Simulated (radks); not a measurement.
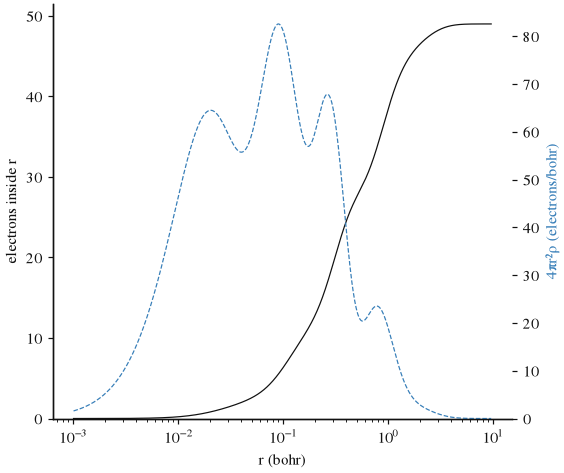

The Sn⁺ ion in the configuration [Kr] 4d10 5s2 5p1 (high spin). All numbers are computed, not measured: scalar-relativistic Kohn-Sham, PBEsol, spin-polarised, spherical densities, finite nucleus (the in-house radial solver radks).

The plot shows the number of electrons inside radius r (solid) and the radial density 4πr²ρ (dashed).

Q: Read the plot.

Answer: The count levels off at 49 electrons. Half of them lie within 0.399 bohr, 90 % within 1.47 bohr and 99 % within 3.37 bohr. The radial density has minima at 0.0399, 0.173 and 0.569 bohr, where the count stands at 2.0, 11.2 and 29.0; these part the shells that the density resolves.
